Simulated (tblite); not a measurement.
GaH2BrO2: geometry relaxation

System: GaH2BrO2, SMILES [OH][Ga]([OH])[Br].
Method: GFN2-xTB geometry optimisation, gas phase (tblite 0.8.0).

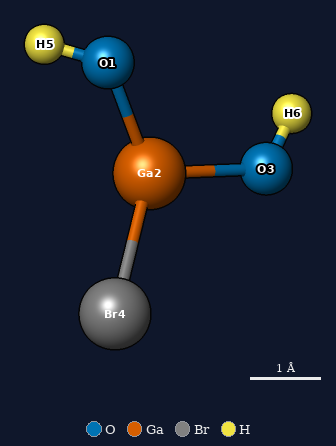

Fig. 1: The input geometry (ball-and-stick view, seen at a tilt; atoms are numbered from 1 in the order of the input). Sticks mark near contacts.

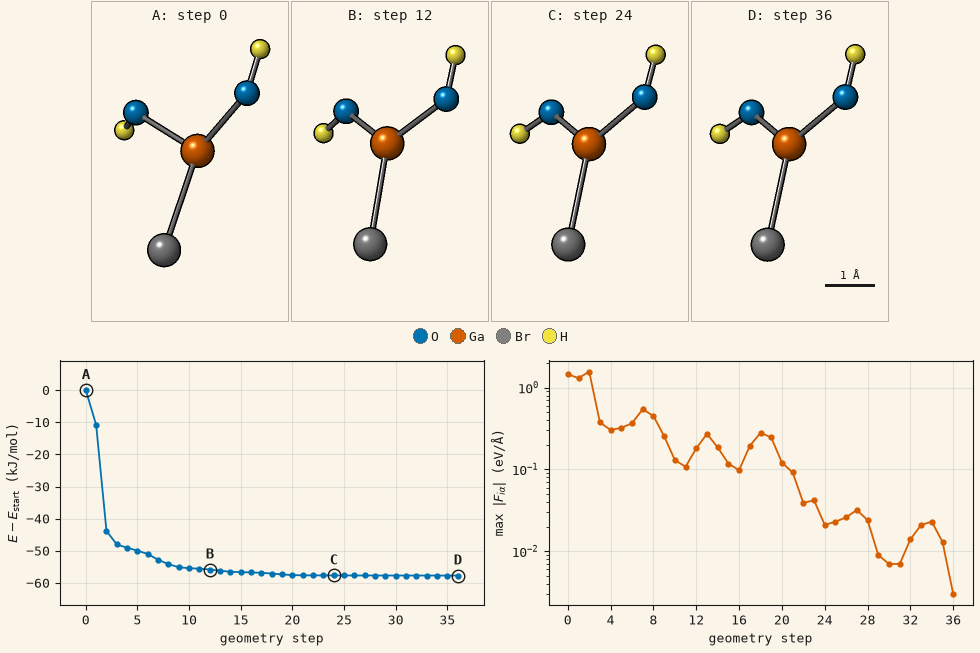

Fig. 2: Frames of the relaxation (ball-and-stick view, seen at a tilt) above the curves, on which the letters mark them (steps are counted from 0).

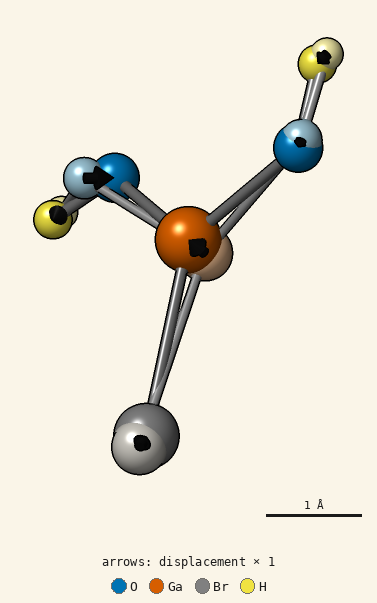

Fig. 3: Start (faint) and end (solid) with the displacements as black arrows, at true length (ball-and-stick view, seen at a tilt). The two geometries are laid on each other by the best rigid fit. After 36 geometry steps the energy has fallen by 57.7 kJ/mol. The largest force component goes from 1.5 to 0.003 eV/Å. O1 moves most after the best rigid fit: 0.34 Å. By element the largest moves are O 0.34 Å, Ga 0.27 Å, H 0.24 Å, Br 0.20 Å. Among the contacts that change: Ga2–Br4 2.413 → 2.256 Å, Ga2–O3 1.885 → 1.731 Å, O1–Ga2 1.888 → 1.739 Å, O3–H6 0.987 → 0.957 Å. Among the angles that change: O1–Ga2–Br4 116.0° → 122.6°, Ga2–O3–H6 124.4° → 119.7°, O1–Ga2–O3 116.1° → 119.2°. (Atoms are counted from 1 in the order of the input.)

The input and output of the run follow.

## The input
```
{"job": {"kind": "relax", "xc": "GFN2-xTB", "basis": "xTB"}, "charge": 0, "multiplicity": 1}
O      0.481453    -1.016254    -0.173938
Ga     1.381644     0.566087    -0.672448
O      0.594368     2.182358    -0.105746
Br     3.791877     0.484446    -0.586619
H      0.462147    -1.810021    -0.710335
H     -0.377304     2.323465    -0.003810
```

The first line tells a small driver script what to run in tblite; the rest is the geometry in Å.

Command:
```bash
OMP_NUM_THREADS=1 python <driver script> task.json out
```

## What the program printed
```
step      E/eV     max force
  0    -395.72704    1.473
  1    -395.83897    1.314
  2    -396.18104    1.617
  3    -396.22465    0.481
  4    -396.23536    0.362
  5    -396.24454    0.372
  6    -396.25548    0.434
  7    -396.27394    0.654
  8    -396.28835    0.556
  9    -396.29819    0.318
 10    -396.30128    0.155
 11    -396.30276    0.161
 12    -396.30558    0.239
 13    -396.30949    0.341
 14    -396.31260    0.273
 15    -396.31399    0.132
 16    -396.31488    0.124
 17    -396.31613    0.207
 18    -396.31835    0.299
 19    -396.32134    0.262
 20    -396.32345    0.126
 21    -396.32419    0.095
 22    -396.32439    0.048
 23    -396.32450    0.050
 24    -396.32458    0.027
 25    -396.32464    0.024
 26    -396.32470    0.028
 27    -396.32478    0.035
 28    -396.32484    0.028
 29    -396.32486    0.013
 30    -396.32487    0.010
 31    -396.32488    0.010
 32    -396.32489    0.018
 33    -396.32492    0.026
 34    -396.32496    0.027
 35    -396.32498    0.016
 36    -396.32499    0.004
```

## Trajectory as extended XYZ (Å, eV, eV/Å), 34 of the 37 frames kept, from step=0 to step=36
```
6
Properties=species:S:1:pos:R:3:forces:R:3 step=0 energy=-395.72704
O     0.4815   -1.0163   -0.1739    0.5350   1.1490  -0.6510
Ga    1.3816    0.5661   -0.6724   -0.2030   0.0050   1.4590
O     0.5944    2.1824   -0.1057   -0.3560  -0.9040  -0.5010
Br    3.7919    0.4844   -0.5866   -1.2950   0.0910  -0.1950
H     0.4621   -1.8100   -0.7103    0.1060   0.0830   0.0620
H    -0.3773    2.3235   -0.0038    1.2130  -0.4240  -0.1750
6
Properties=species:S:1:pos:R:3:forces:R:3 step=1 energy=-395.83897
O     0.4891   -0.9998   -0.1832    0.4310   0.7350  -0.7480
Ga    1.3787    0.5662   -0.6516   -0.1550   0.0330   1.3040
O     0.5893    2.1694   -0.1129    0.3860  -0.9190  -0.5200
Br    3.7734    0.4857   -0.5894   -1.2230   0.0960  -0.1750
H     0.4637   -1.8088   -0.7094    0.1250   0.3700   0.2340
H    -0.3600    2.3174   -0.0063    0.4360  -0.3140  -0.0950
6
Properties=species:S:1:pos:R:3:forces:R:3 step=2 energy=-396.18104
O     0.5337   -0.9158   -0.2517   -0.3550  -0.8500  -0.4940
Ga    1.3623    0.5684   -0.5217    0.4260  -0.0010   0.2970
O     0.6018    2.0819   -0.1620    1.5670  -0.2280  -0.3280
Br    3.6539    0.4948   -0.6068   -0.4820   0.1100  -0.0790
H     0.4750   -1.7829   -0.6927    0.1940   0.8310   0.4110
H    -0.2926    2.2837   -0.0180   -1.3490   0.1380   0.1920
6
Properties=species:S:1:pos:R:3:forces:R:3 step=3 energy=-396.22465
O     0.5349   -0.9136   -0.2657   -0.3570  -0.2590  -0.1390
Ga    1.3662    0.5683   -0.5002    0.3750  -0.2460   0.1740
O     0.6173    2.0686   -0.1724    0.2940   0.3100  -0.0650
Br    3.6320    0.4974   -0.6102   -0.2080   0.0990  -0.0760
H     0.4790   -1.7710   -0.6868    0.1520   0.1820   0.0840
H    -0.2952    2.2805   -0.0175   -0.2570  -0.0860   0.0210
6
Properties=species:S:1:pos:R:3:forces:R:3 step=4 energy=-396.23536
O     0.5291   -0.9162   -0.2704   -0.3040   0.1900   0.0520
Ga    1.3734    0.5636   -0.4928    0.1300  -0.1880   0.1920
O     0.6227    2.0720   -0.1752    0.0430   0.2870  -0.0270
Br    3.6242    0.4996   -0.6123   -0.0280   0.0870  -0.0800
H     0.4823   -1.7668   -0.6849    0.1270  -0.2230  -0.1090
H    -0.2975    2.2779   -0.0174    0.0320  -0.1540  -0.0280
6
Properties=species:S:1:pos:R:3:forces:R:3 step=5 energy=-396.24454
O     0.5192   -0.9127   -0.2749   -0.3220   0.1240   0.0400
Ga    1.3811    0.5566   -0.4796   -0.1220  -0.0210   0.1940
O     0.6300    2.0777   -0.1796   -0.1870   0.2270   0.0100
Br    3.6144    0.5034   -0.6160    0.1990   0.0700  -0.0860
H     0.4880   -1.7670   -0.6849    0.1290  -0.1960  -0.0840
H    -0.2986    2.2721   -0.0179    0.3020  -0.2040  -0.0740
6
Properties=species:S:1:pos:R:3:forces:R:3 step=7 energy=-396.27394
O     0.4589   -0.9050   -0.2903   -0.2280  -0.0790  -0.0950
Ga    1.3927    0.5378   -0.4241   -0.5450   0.3270   0.1530
O     0.6507    2.1092   -0.1936   -0.1570  -0.2120   0.0250
Br    3.6038    0.5209   -0.6347    0.4620   0.0070  -0.0850
H     0.5174   -1.7727   -0.6862    0.1200   0.0830   0.0780
H    -0.2894    2.2399   -0.0239    0.3480  -0.1270  -0.0770
6
Properties=species:S:1:pos:R:3:forces:R:3 step=8 energy=-396.28835
O     0.4217   -0.9010   -0.3019   -0.1130  -0.1670  -0.1580
Ga    1.3894    0.5330   -0.3884   -0.4490   0.3220   0.0580
O     0.6608    2.1214   -0.2017    0.0030  -0.3400   0.0340
Br    3.6041    0.5310   -0.6470    0.3470  -0.0260  -0.0580
H     0.5363   -1.7737   -0.6851    0.0810   0.2460   0.1620
H    -0.2781    2.2194   -0.0287    0.1310  -0.0350  -0.0380
6
Properties=species:S:1:pos:R:3:forces:R:3 step=9 energy=-396.29819
O     0.4035   -0.8989   -0.3108   -0.0760  -0.0430  -0.1100
Ga    1.3801    0.5358   -0.3685   -0.1530   0.1420  -0.0390
O     0.6647    2.1200   -0.2055    0.1880  -0.2550   0.0250
Br    3.6078    0.5353   -0.6541    0.1260  -0.0400  -0.0210
H     0.5467   -1.7705   -0.6819    0.0810   0.1630   0.1280
H    -0.2686    2.2084   -0.0320   -0.1660   0.0340   0.0160
6
Properties=species:S:1:pos:R:3:forces:R:3 step=10 energy=-396.30128
O     0.3983   -0.8974   -0.3144   -0.0800   0.0460  -0.0730
Ga    1.3746    0.5390   -0.3645    0.0390  -0.0100  -0.0800
O     0.6668    2.1149   -0.2057    0.0770  -0.1160   0.0510
Br    3.6112    0.5355   -0.6561    0.0030  -0.0430  -0.0030
H     0.5504   -1.7680   -0.6794    0.0920   0.0820   0.0940
H    -0.2672    2.2061   -0.0328   -0.1300   0.0400   0.0100
6
Properties=species:S:1:pos:R:3:forces:R:3 step=11 energy=-396.30276
O     0.3939   -0.8955   -0.3172   -0.0740   0.0760  -0.0610
Ga    1.3731    0.5399   -0.3638    0.1080  -0.0760  -0.0920
O     0.6681    2.1114   -0.2047   -0.0380  -0.0360   0.0730
Br    3.6129    0.5349   -0.6572   -0.0410  -0.0440   0.0040
H     0.5541   -1.7660   -0.6769    0.0910   0.0480   0.0810
H    -0.2678    2.2054   -0.0331   -0.0460   0.0330  -0.0050
6
Properties=species:S:1:pos:R:3:forces:R:3 step=12 energy=-396.30558
O     0.3839   -0.8904   -0.3235   -0.0540   0.1120  -0.0490
Ga    1.3726    0.5397   -0.3649    0.1650  -0.1440  -0.0960
O     0.6690    2.1044   -0.2010   -0.1810   0.0770   0.0980
Br    3.6155    0.5328   -0.6591   -0.0850  -0.0470   0.0090
H     0.5629   -1.7613   -0.6703    0.0840  -0.0110   0.0620
H    -0.2696    2.2049   -0.0340    0.0710   0.0130  -0.0250
6
Properties=species:S:1:pos:R:3:forces:R:3 step=13 energy=-396.30949
O     0.3665   -0.8809   -0.3348    0.0030   0.0760  -0.0630
Ga    1.3746    0.5371   -0.3687    0.1590  -0.1550  -0.0810
O     0.6686    2.0946   -0.1933   -0.2720   0.1760   0.1070
Br    3.6185    0.5285   -0.6621   -0.1050  -0.0510   0.0110
H     0.5787   -1.7535   -0.6584    0.0490  -0.0290   0.0620
H    -0.2727    2.2043   -0.0357    0.1660  -0.0170  -0.0370
6
Properties=species:S:1:pos:R:3:forces:R:3 step=14 energy=-396.31260
O     0.3543   -0.8725   -0.3453    0.0400   0.0600  -0.0650
Ga    1.3788    0.5334   -0.3779    0.0640  -0.0710  -0.0380
O     0.6647    2.0866   -0.1834   -0.1860   0.1840   0.0790
Br    3.6204    0.5225   -0.6633   -0.0760  -0.0500   0.0040
H     0.5921   -1.7461   -0.6459    0.0230  -0.0810   0.0480
H    -0.2761    2.2062   -0.0370    0.1350  -0.0420  -0.0270
6
Properties=species:S:1:pos:R:3:forces:R:3 step=15 energy=-396.31399
O     0.3497   -0.8685   -0.3512    0.0600   0.0050  -0.0780
Ga    1.3814    0.5312   -0.3819   -0.0250   0.0270  -0.0100
O     0.6622    2.0859   -0.1785   -0.0370   0.1180   0.0470
Br    3.6197    0.5192   -0.6639   -0.0340  -0.0490  -0.0030
H     0.5982   -1.7440   -0.6396    0.0010  -0.0620   0.0540
H    -0.2770    2.2062   -0.0378    0.0340  -0.0390  -0.0100
6
Properties=species:S:1:pos:R:3:forces:R:3 step=16 energy=-396.31488
O     0.3517   -0.8672   -0.3545    0.0380   0.0110  -0.0690
Ga    1.3823    0.5310   -0.3858   -0.0750   0.0980   0.0110
O     0.6602    2.0879   -0.1752    0.0880   0.0530   0.0190
Br    3.6183    0.5163   -0.6633    0.0000  -0.0460  -0.0080
H     0.5993   -1.7446   -0.6361    0.0070  -0.0850   0.0440
H    -0.2776    2.2066   -0.0380   -0.0590  -0.0310   0.0040
6
Properties=species:S:1:pos:R:3:forces:R:3 step=17 energy=-396.31613
O     0.3496   -0.8637   -0.3631    0.0620  -0.1150  -0.0960
Ga    1.3822    0.5318   -0.3870   -0.1160   0.1700   0.0220
O     0.6597    2.0927   -0.1704    0.1940  -0.0210  -0.0040
Br    3.6161    0.5120   -0.6645    0.0300  -0.0450  -0.0110
H     0.6046   -1.7468   -0.6290   -0.0280   0.0290   0.0720
H    -0.2781    2.2040   -0.0389   -0.1420  -0.0180   0.0170
6
Properties=species:S:1:pos:R:3:forces:R:3 step=19 energy=-396.32134
O     0.3563   -0.8555   -0.3998    0.0310  -0.2460  -0.0840
Ga    1.3756    0.5468   -0.4008   -0.0860   0.2000   0.0510
O     0.6588    2.1114   -0.1471    0.2250  -0.1260  -0.0450
Br    3.6096    0.4883   -0.6663    0.0540  -0.0250  -0.0150
H     0.6186   -1.7574   -0.5974   -0.0490   0.1910   0.0660
H    -0.2847    2.1965   -0.0415   -0.1750   0.0070   0.0270
6
Properties=species:S:1:pos:R:3:forces:R:3 step=20 energy=-396.32345
O     0.3601   -0.8547   -0.4150   -0.0050  -0.1170  -0.0440
Ga    1.3709    0.5563   -0.4043   -0.0050   0.0680   0.0370
O     0.6599    2.1163   -0.1390    0.0780  -0.0700  -0.0340
Br    3.6078    0.4787   -0.6674    0.0230  -0.0150  -0.0110
H     0.6230   -1.7598   -0.5849   -0.0110   0.1210   0.0320
H    -0.2875    2.1932   -0.0424   -0.0800   0.0130   0.0200
6
Properties=species:S:1:pos:R:3:forces:R:3 step=21 energy=-396.32419
O     0.3553   -0.8523   -0.4239    0.0150  -0.0730  -0.0300
Ga    1.3699    0.5589   -0.4028    0.0220  -0.0190   0.0190
O     0.6608    2.1139   -0.1358   -0.0130   0.0030  -0.0180
Br    3.6074    0.4750   -0.6694    0.0090  -0.0140  -0.0070
H     0.6291   -1.7565   -0.5777   -0.0130   0.0920   0.0200
H    -0.2883    2.1910   -0.0432   -0.0210   0.0110   0.0150
6
Properties=species:S:1:pos:R:3:forces:R:3 step=22 energy=-396.32439
O     0.3532   -0.8519   -0.4265    0.0070   0.0130  -0.0140
Ga    1.3703    0.5587   -0.4021    0.0170  -0.0380   0.0150
O     0.6607    2.1121   -0.1354   -0.0390   0.0250  -0.0120
Br    3.6077    0.4740   -0.6701    0.0070  -0.0140  -0.0050
H     0.6312   -1.7537   -0.5755    0.0050   0.0070   0.0050
H    -0.2889    2.1909   -0.0432    0.0030   0.0070   0.0120
6
Properties=species:S:1:pos:R:3:forces:R:3 step=23 energy=-396.32450
O     0.3505   -0.8500   -0.4325    0.0210  -0.0040  -0.0110
Ga    1.3705    0.5587   -0.4015    0.0050  -0.0270   0.0130
O     0.6603    2.1120   -0.1333   -0.0420   0.0240  -0.0130
Br    3.6073    0.4714   -0.6714    0.0110  -0.0140  -0.0040
H     0.6353   -1.7518   -0.5707   -0.0060   0.0150   0.0030
H    -0.2897    2.1898   -0.0434    0.0100   0.0050   0.0120
6
Properties=species:S:1:pos:R:3:forces:R:3 step=24 energy=-396.32458
O     0.3505   -0.8495   -0.4352    0.0090   0.0180  -0.0040
Ga    1.3707    0.5584   -0.4006   -0.0010  -0.0060   0.0130
O     0.6597    2.1127   -0.1331   -0.0210   0.0090  -0.0150
Br    3.6070    0.4699   -0.6719    0.0150  -0.0130  -0.0030
H     0.6364   -1.7509   -0.5689    0.0010  -0.0140  -0.0030
H    -0.2901    2.1895   -0.0431   -0.0030   0.0060   0.0130
6
Properties=species:S:1:pos:R:3:forces:R:3 step=25 energy=-396.32464
O     0.3513   -0.8490   -0.4378   -0.0020   0.0190   0.0010
Ga    1.3706    0.5585   -0.3994    0.0010   0.0150   0.0100
O     0.6590    2.1138   -0.1333   -0.0020  -0.0070  -0.0170
Br    3.6068    0.4684   -0.6724    0.0140  -0.0120  -0.0020
H     0.6371   -1.7508   -0.5674    0.0040  -0.0230  -0.0060
H    -0.2906    2.1892   -0.0425   -0.0160   0.0080   0.0130
6
Properties=species:S:1:pos:R:3:forces:R:3 step=26 energy=-396.32470
O     0.3523   -0.8487   -0.4392   -0.0100   0.0160   0.0040
Ga    1.3707    0.5587   -0.3982    0.0070   0.0260   0.0060
O     0.6583    2.1146   -0.1343    0.0070  -0.0150  -0.0160
Br    3.6070    0.4671   -0.6728    0.0100  -0.0100   0.0000
H     0.6371   -1.7509   -0.5668    0.0060  -0.0240  -0.0060
H    -0.2911    2.1893   -0.0417   -0.0200   0.0070   0.0130
6
Properties=species:S:1:pos:R:3:forces:R:3 step=27 energy=-396.32478
O     0.3538   -0.8482   -0.4403   -0.0160   0.0060   0.0060
Ga    1.3711    0.5591   -0.3963    0.0140   0.0320  -0.0010
O     0.6569    2.1152   -0.1364    0.0100  -0.0170  -0.0130
Br    3.6078    0.4653   -0.6731    0.0010  -0.0070   0.0030
H     0.6368   -1.7514   -0.5668    0.0070  -0.0170  -0.0060
H    -0.2923    2.1900   -0.0401   -0.0150   0.0040   0.0100
6
Properties=species:S:1:pos:R:3:forces:R:3 step=28 energy=-396.32484
O     0.3549   -0.8480   -0.4401   -0.0130  -0.0020   0.0060
Ga    1.3720    0.5597   -0.3953    0.0130   0.0240  -0.0060
O     0.6555    2.1150   -0.1385    0.0040  -0.0100  -0.0080
Br    3.6089    0.4641   -0.6730   -0.0060  -0.0050   0.0050
H     0.6363   -1.7518   -0.5675    0.0060  -0.0050  -0.0030
H    -0.2934    2.1911   -0.0384   -0.0040  -0.0020   0.0070
6
Properties=species:S:1:pos:R:3:forces:R:3 step=29 energy=-396.32486
O     0.3551   -0.8481   -0.4393   -0.0060  -0.0040   0.0040
Ga    1.3727    0.5602   -0.3953    0.0060   0.0090  -0.0070
O     0.6547    2.1144   -0.1397   -0.0010   0.0000  -0.0050
Br    3.6096    0.4637   -0.6728   -0.0070  -0.0040   0.0050
H     0.6360   -1.7520   -0.5682    0.0040   0.0040  -0.0010
H    -0.2939    2.1919   -0.0375    0.0040  -0.0060   0.0050
6
Properties=species:S:1:pos:R:3:forces:R:3 step=31 energy=-396.32488
O     0.3548   -0.8481   -0.4386    0.0030   0.0020   0.0020
Ga    1.3731    0.5607   -0.3964   -0.0070  -0.0050  -0.0050
O     0.6545    2.1141   -0.1400   -0.0010   0.0060  -0.0050
Br    3.6097    0.4633   -0.6724   -0.0020  -0.0030   0.0030
H     0.6362   -1.7518   -0.5685    0.0030   0.0070  -0.0010
H    -0.2941    2.1919   -0.0370    0.0030  -0.0070   0.0050
6
Properties=species:S:1:pos:R:3:forces:R:3 step=32 energy=-396.32489
O     0.3546   -0.8481   -0.4384    0.0070   0.0070   0.0020
Ga    1.3732    0.5612   -0.3973   -0.0140  -0.0110  -0.0020
O     0.6543    2.1143   -0.1404    0.0030   0.0070  -0.0050
Br    3.6095    0.4627   -0.6720    0.0020  -0.0030   0.0020
H     0.6367   -1.7515   -0.5684    0.0030   0.0060  -0.0010
H    -0.2941    2.1915   -0.0364    0.0000  -0.0070   0.0050
6
Properties=species:S:1:pos:R:3:forces:R:3 step=33 energy=-396.32492
O     0.3543   -0.8477   -0.4383    0.0100   0.0130   0.0010
Ga    1.3731    0.5619   -0.3986   -0.0210  -0.0150   0.0010
O     0.6539    2.1149   -0.1415    0.0070   0.0060  -0.0060
Br    3.6093    0.4612   -0.6713    0.0070  -0.0020   0.0000
H     0.6378   -1.7507   -0.5683    0.0020   0.0040  -0.0010
H    -0.2943    2.1906   -0.0349   -0.0050  -0.0060   0.0040
6
Properties=species:S:1:pos:R:3:forces:R:3 step=34 energy=-396.32496
O     0.3542   -0.8471   -0.4380    0.0090   0.0160   0.0010
Ga    1.3728    0.5629   -0.4001   -0.0230  -0.0150   0.0030
O     0.6532    2.1160   -0.1438    0.0090   0.0040  -0.0040
Br    3.6090    0.4588   -0.6702    0.0100  -0.0010  -0.0010
H     0.6395   -1.7495   -0.5683    0.0010   0.0000  -0.0010
H    -0.2945    2.1890   -0.0324   -0.0080  -0.0030   0.0030
6
Properties=species:S:1:pos:R:3:forces:R:3 step=35 energy=-396.32498
O     0.3544   -0.8465   -0.4377    0.0050   0.0110   0.0000
Ga    1.3723    0.5635   -0.4008   -0.0130  -0.0080   0.0030
O     0.6527    2.1171   -0.1463    0.0060   0.0010  -0.0020
Br    3.6088    0.4568   -0.6694    0.0070   0.0000  -0.0010
H     0.6408   -1.7483   -0.5686    0.0000  -0.0010  -0.0010
H    -0.2947    2.1875   -0.0301   -0.0050  -0.0010   0.0010
6
Properties=species:S:1:pos:R:3:forces:R:3 step=36 energy=-396.32499
O     0.3545   -0.8462   -0.4375    0.0010   0.0030   0.0000
Ga    1.3720    0.5634   -0.4005   -0.0030  -0.0020   0.0010
O     0.6527    2.1173   -0.1472    0.0020   0.0000   0.0000
Br    3.6089    0.4565   -0.6693    0.0030   0.0000  -0.0010
H     0.6409   -1.7481   -0.5689    0.0000  -0.0010   0.0000
H    -0.2947    2.1871   -0.0295   -0.0020  -0.0010   0.0000
```

## Key numbers

| quantity | value |
| --- | --- |
| outcome | converged |
| total energy | −396.3250 eV |
| hardware | 1 CPU thread, shared host |
| peak memory | 0.17 GiB |
